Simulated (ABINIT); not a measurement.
# Beyond one shot: BN (Qingsongite), part 3 of 3

Wanted: G0W0 and self-consistent gaps of BN (Qingsongite), with the cost of the cycles.

ABINIT 10.8.3; PBE and many-body steps on it, plane waves. Known limits of the many-body steps: not at the basis limit; coarse k mesh.

So far. Step 7 (evGW0, cycle 3): Against the cycle before, the gap moves by +0.001 eV. Step 10 (evGW, cycle 1): Against G0W0 in ABINIT (6×6×6 mesh, 91 bands, screening to 261.2 eV, Godby-Needs plasmon pole), the gap moves by +0.548 eV.

**13. evGW, cycle 2**

This step: evGW on PBE, plane waves, norm-conserving pseudopotentials.

Input file run.abi:

```
acell 3*1.0 Angstrom
rprim 
  -0.000000000000 1.807500000000 1.807500000000
  1.807500000000 0.000000000000 1.807500000000
  1.807500000000 1.807500000000 -0.000000000000
ntypat 2
znucl 5 7
natom 2
typat 1 2
xred 
  0.000000000000 0.000000000000 0.000000000000
  0.250000000000 0.250000000000 0.250000000000
pp_dirpath "pseudos"
pseudos "B.upf, N.upf"
ecut 36
ngkpt 6 6 6
nshiftk 1
shiftk 0 0 0
kptopt 1
chksymbreak 0
istwfk *1
occopt 1
irdwfk 1
optdriver 4
nband 91
gwcalctyp 10
ecutsigx 36
symsigma 1
nkptgw 16
kptgw 
  0.0000000000 0.0000000000 0.0000000000
  0.1666666667 0.0000000000 0.0000000000
  0.3333333333 0.0000000000 0.0000000000
  0.5000000000 0.0000000000 0.0000000000
  0.1666666667 0.1666666667 0.0000000000
  0.3333333333 0.1666666667 0.0000000000
  0.5000000000 0.1666666667 0.0000000000
  -0.3333333333 0.1666666667 0.0000000000
  -0.1666666667 0.1666666667 0.0000000000
  0.3333333333 0.3333333333 0.0000000000
  0.5000000000 0.3333333333 0.0000000000
  -0.3333333333 0.3333333333 0.0000000000
  0.5000000000 0.5000000000 0.0000000000
  0.5000000000 0.3333333333 0.1666666667
  -0.3333333333 0.3333333333 0.1666666667
  -0.3333333333 0.5000000000 0.1666666667
bdgw 
  1 8
  1 8
  1 8
  1 8
  1 8
  1 8
  1 8
  1 8
  1 8
  1 8
  1 8
  1 8
  1 8
  1 8
  1 8
  1 8
ecuteps 9.6
irdscr 1
ppmodel 1
irdqps 1
indata_prefix "in"
outdata_prefix "out"
tmpdata_prefix "tmp"
```

On the command line:

```sh
$ OMP_NUM_THREADS=1 mpirun -n 4 abinit run.abi > log
```

What it wrote:

```text
.Version 10.8.3 of ABINIT. v10.8.2 released Aug 2026.

 Symmetries : space group F-4 3 m (#216); Bravais cF (face-center cubic)
[... echo of the input left out ...]
== DATASET  1 ==================================================================
-   mpi_nproc: 4, omp_nthreads: 1 (-1 if OMP is not activated)

--- !DatasetInfo
iteration_state: {dtset: 1, }
dimensions: {natom: 2, nkpt: 16, mband: 91, nsppol: 1, nspinor: 1, nspden: 1, mpw: 869, }
cutoff_energies: {ecut:  36.0, pawecutdg:  -1.0, }
[...]
.  kptgw no:  3; Maximum DeltaE = (  -0.025   0.027) for band index:  1
[...]
.  kptgw no: 15; Maximum DeltaE = (  -0.035   0.000) for band index:  1
.  kptgw no: 16; Maximum DeltaE = (  -0.044   0.003) for band index:  1

== END DATASET(S) ==============================================================
================================================================================

 -outvars: echo values of variables after computation  --------
           etotal      0.0000000000E+00
            nband          91
             nkpt          16
          spgroup         216
 [... the other variables as echoed above ...]

 Calculation completed.
```

Wall time 2.5 min (4 MPI ranks of Arm Neoverse V1, shared host); peak memory 0.57 GiB.

Numbers from this step:

```
quasiparticle gap on the mesh                         : 6.623 eV
gap of the density functional on the mesh             : 4.535 eV
k of the valence top                                  : 0, 0, 0
k of the conduction bottom                            : 0.5, 0.5, 0
least direct quasiparticle gap on the computed points : 11.65 eV
```

Against the cycle before, the gap moves by +0.037 eV.

**14. Screening, 6×6×6 mesh, 91 bands, screening to 261.2 eV**

This step: RPA screening on PBE, plane waves, norm-conserving pseudopotentials.

Input file run.abi:

```
acell 3*1.0 Angstrom
rprim 
  -0.000000000000 1.807500000000 1.807500000000
  1.807500000000 0.000000000000 1.807500000000
  1.807500000000 1.807500000000 -0.000000000000
ntypat 2
znucl 5 7
natom 2
typat 1 2
xred 
  0.000000000000 0.000000000000 0.000000000000
  0.250000000000 0.250000000000 0.250000000000
pp_dirpath "pseudos"
pseudos "B.upf, N.upf"
ecut 36
ngkpt 6 6 6
nshiftk 1
shiftk 0 0 0
kptopt 1
chksymbreak 0
istwfk *1
occopt 1
irdwfk 1
optdriver 3
nband 91
ecuteps 9.6
inclvkb 2
awtr 1
symchi 1
gwcalctyp 10
mbpt_sciss 2.850 eV
nqptdm 1
qptdm 
  0 0 0
indata_prefix "in"
outdata_prefix "out"
tmpdata_prefix "tmp"
```

What it wrote:

```text
.Version 10.8.3 of ABINIT. v10.8.2 released Aug 2026.

 Symmetries : space group F-4 3 m (#216); Bravais cF (face-center cubic)
[... echo of the input left out ...]
== DATASET  1 ==================================================================
-   mpi_nproc: 4, omp_nthreads: 1 (-1 if OMP is not activated)

--- !DatasetInfo
iteration_state: {dtset: 1, }
dimensions: {natom: 2, nkpt: 16, mband: 91, nsppol: 1, nspinor: 1, nspden: 1, mpw: 869, }
cutoff_energies: {ecut:  36.0, pawecutdg:  -1.0, }
[...]
[... chi0 elements left out ...]
 For q-point:  0.000010 0.000020 0.000030
  dielectric constant =   3.8069
  dielectric constant without local fields =   4.0618

  Average fulfillment of the sum rule on Im[epsilon] for q-point    1 :     96.75  [%]
[... wings left out ...]
== END DATASET(S) ==============================================================
================================================================================

 -outvars: echo values of variables after computation  --------
           etotal      0.0000000000E+00
            nband          91
             nkpt          16
          spgroup         216
 [... the other variables as echoed above ...]

 Calculation completed.
```

The job ended after 2.4 s (4 MPI ranks; peak memory 0.13 GiB).

This step gave:

| Property | Result |
| --- | --- |
| ε∞ with local fields, on this mesh, along the program's q direction | 3.807 |
| the same without local fields | 4.062 |
| plasma frequency | 30.56 eV |
| plane waves in the screening matrix | 113 |

This screening uses the functional's bands under a rigid shift, the mean opening of the cycle before.

**15. Screening, 6×6×6 mesh, 91 bands, screening to 261.2 eV**

This step: RPA screening on PBE from quasiparticle energies, plane waves, norm-conserving pseudopotentials.

Changes to run.abi since step 14:

```diff
@@ -29,7 +29,21 @@
 symchi 1
+irdqps 1
 gwcalctyp 10
-mbpt_sciss 2.850 eV
-nqptdm 1
+nqptdm 15
 qptdm 
-  0 0 0
+  0.1666666667 0.0000000000 0.0000000000
+  0.3333333333 0.0000000000 0.0000000000
+  0.5000000000 0.0000000000 0.0000000000
+  0.1666666667 0.1666666667 0.0000000000
+  0.3333333333 0.1666666667 0.0000000000
+  0.5000000000 0.1666666667 0.0000000000
+  -0.3333333333 0.1666666667 0.0000000000
+  -0.1666666667 0.1666666667 0.0000000000
+  0.3333333333 0.3333333333 0.0000000000
+  0.5000000000 0.3333333333 0.0000000000
+  -0.3333333333 0.3333333333 0.0000000000
+  0.5000000000 0.5000000000 0.0000000000
+  0.5000000000 0.3333333333 0.1666666667
+  -0.3333333333 0.3333333333 0.1666666667
+  -0.3333333333 0.5000000000 0.1666666667
 indata_prefix "in"
```

Input file mrgscr.stdin:

```
2
merged
q0_SCR
out_SCR
1
```

On the command line:

```sh
$ OMP_NUM_THREADS=1 mpirun -n 4 abinit run.abi > log; mrgscr < mrgscr.stdin
```

What it wrote:

```text
.Version 10.8.3 of ABINIT. v10.8.2 released Aug 2026.

 Symmetries : space group F-4 3 m (#216); Bravais cF (face-center cubic)
[... echo of the input left out ...]
== DATASET  1 ==================================================================
-   mpi_nproc: 4, omp_nthreads: 1 (-1 if OMP is not activated)

--- !DatasetInfo
iteration_state: {dtset: 1, }
dimensions: {natom: 2, nkpt: 16, mband: 91, nsppol: 1, nspinor: 1, nspden: 1, mpw: 869, }
cutoff_energies: {ecut:  36.0, pawecutdg:  -1.0, }
[...]
q-point number  1        q = ( 0.166667, 0.000000, 0.000000) [r.l.u.]
--------------------------------------------------------------------------------
[... chi0 elements left out ...]
  Average fulfillment of the sum rule on Im[epsilon] for q-point    2 :    112.13  [%]

--------------------------------------------------------------------------------
  q-point number  2        q = ( 0.333333, 0.000000, 0.000000) [r.l.u.]
--------------------------------------------------------------------------------
[... chi0 elements left out ...]
  Average fulfillment of the sum rule on Im[epsilon] for q-point    3 :    105.46  [%]

 [... 13 further q-points ...]
```

It took 15 s on 4 MPI ranks; peak memory 0.49 GiB.

Numbers from this step:

* plasma frequency: 30.56 eV
* plane waves in the screening matrix: 113

This screening reads the quasiparticle levels of the cycle before.

**16. evGW, cycle 3**

This step: evGW on PBE, plane waves, norm-conserving pseudopotentials.

Changes to run.abi since step 15:

```diff
@@ -23,12 +23,10 @@
 irdwfk 1
-optdriver 3
+optdriver 4
 nband 91
-ecuteps 9.6
-inclvkb 2
-awtr 1
-symchi 1
-irdqps 1
 gwcalctyp 10
-nqptdm 15
-qptdm 
+ecutsigx 36
+symsigma 1
+nkptgw 16
+kptgw 
+  0.0000000000 0.0000000000 0.0000000000
   0.1666666667 0.0000000000 0.0000000000
@@ -48,2 +46,23 @@
   -0.3333333333 0.5000000000 0.1666666667
+bdgw 
+  1 8
+  1 8
+  1 8
+  1 8
+  1 8
+  1 8
+  1 8
+  1 8
+  1 8
+  1 8
+  1 8
+  1 8
+  1 8
+  1 8
+  1 8
+  1 8
+ecuteps 9.6
+irdscr 1
+ppmodel 1
+irdqps 1
 indata_prefix "in"
```

On the command line:

```sh
$ OMP_NUM_THREADS=1 mpirun -n 4 abinit run.abi > log
```

What it wrote:

```text
.Version 10.8.3 of ABINIT. v10.8.2 released Aug 2026.

 Symmetries : space group F-4 3 m (#216); Bravais cF (face-center cubic)
[... echo of the input left out ...]
== DATASET  1 ==================================================================
-   mpi_nproc: 4, omp_nthreads: 1 (-1 if OMP is not activated)

--- !DatasetInfo
iteration_state: {dtset: 1, }
dimensions: {natom: 2, nkpt: 16, mband: 91, nsppol: 1, nspinor: 1, nspden: 1, mpw: 869, }
cutoff_energies: {ecut:  36.0, pawecutdg:  -1.0, }
[...]
.  kptgw no:  3; Maximum DeltaE = (  -0.010   0.027) for band index:  1
[...]
.  kptgw no: 15; Maximum DeltaE = (  -0.005  -0.000) for band index:  8
.  kptgw no: 16; Maximum DeltaE = (  -0.004   0.003) for band index:  1

== END DATASET(S) ==============================================================
================================================================================

 -outvars: echo values of variables after computation  --------
           etotal      0.0000000000E+00
            nband          91
             nkpt          16
          spgroup         216
 [... the other variables as echoed above ...]

 Calculation completed.
```

The job ended after 2.5 min (4 MPI ranks; peak memory 0.57 GiB; 10 min of CPU time).

This step gave:

- quasiparticle gap on the mesh: 6.626 eV
- gap of the density functional on the mesh: 4.535 eV
- k of the valence top: 0, 0, 0
- k of the conduction bottom: 0.5, 0.5, 0
- least direct quasiparticle gap on the computed points: 11.65 eV

Against the cycle before, the gap moves by +0.003 eV.

**17. Side by side**

Times are wall times on 4 MPI ranks of Arm Neoverse V1, shared host, good to a factor of about two. A run's time includes the screening step that it read.

| run | mesh | bands | screening cutoff (eV) | DFT gap (eV) | gap on the mesh (eV) | direct (eV) | ε∞ used | time |
| --- | --- | --- | --- | --- | --- | --- | --- | --- |
| G0W0 | 6×6×6 | 91 | 261.2 | 4.535 | 6.038 | 10.949 | 4.39 | 21 s |
| evGW0, cycle 1 | 6×6×6 | 91 | 261.2 | 4.535 | 6.331 | 11.358 | 4.39 | 2.8 min |
| evGW0, cycle 2 | 6×6×6 | 91 | 261.2 | 4.535 | 6.253 | 11.218 | 4.39 | 2.8 min |
| evGW0, cycle 3 | 6×6×6 | 91 | 261.2 | 4.535 | 6.254 | 11.224 | 4.39 | 2.8 min |
| evGW, cycle 1 | 6×6×6 | 91 | 261.2 | 4.535 | 6.586 | 11.604 | 3.88 | 2.8 min |
| evGW, cycle 2 | 6×6×6 | 91 | 261.2 | 4.535 | 6.623 | 11.646 | 3.81 | 2.8 min |
| evGW, cycle 3 | 6×6×6 | 91 | 261.2 | 4.535 | 6.626 | 11.650 | 3.81 | 2.8 min |

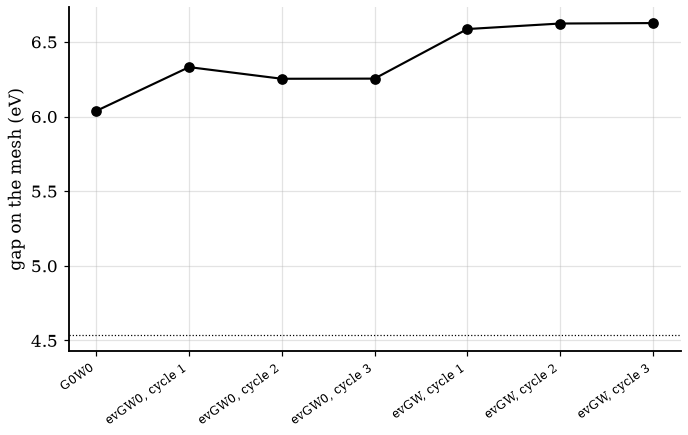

The gap through the cycles; the dotted line is the starting gap.

**18. Outcome**

```
G0W0           : 6.038 eV
evGW0, cycle 1 : 6.331 eV
evGW0, cycle 2 : 6.253 eV
evGW0, cycle 3 : 6.254 eV
evGW, cycle 1  : 6.586 eV
evGW, cycle 2  : 6.623 eV
evGW, cycle 3  : 6.626 eV
known limits   : not at the basis limit; coarse k mesh
```

What this shows: Only the bands that the input lists are updated; the others, empty or deep, keep the functional's energies or take a rigid shift. The evGW loop starts from the last levels of evGW0, so its cycles and time come on top of those. evGW0 ends at 6.25 eV, +0.22 eV from G0W0, after 3 cycles that took 7.6 min beside the first screening; the last moved the gap by 0.001 eV. evGW ends at 6.63 eV, +0.59 eV from G0W0, after 3 cycles that took 8.5 min beside the first screening; the last moved the gap by 0.003 eV. The first cycle of evGW0 takes the full correction, without the factor Z, so it overshoots the one-shot value. Bands and cutoff are finite, so the gap is not at the basis limit. The miss can reach some tenths of an eV and take either sign; the mesh is an error of its own. The 6×6×6 mesh is coarse for this cell, which bears on the long-range parts of exchange and screening. In the updated screening the q = 0 part is built from Kohn-Sham bands under a rigid shift, the other q from the quasiparticle levels.

[Paths, hosts, dates, memory and timing lines, banners, echoed tables and standing remarks are left out of the program output.]

[Logs are printed without paths, hosts, clocks, repeated set-up lines and the standing remarks that a program may print on its own settings, such as how far it seeks lower states.]

[Runs of the session that timed out or met a known fault of the program may be left out.]

[Hosts, paths, dates, database ids (printed as entryN), source tags and the programs' standing remarks are cut or masked in the printed files.]

[G0W0 gaps are taken among the corrected bands and points alone; a level outside them can change the order at an edge.]

[Where Ansatz stands beside ABINIT at settings called matched, ABINIT's density can come from a denser mesh and the files from another edition; pairs whose starting gaps differed by over 0.03 eV were left out, so agreement reads better than it is.]
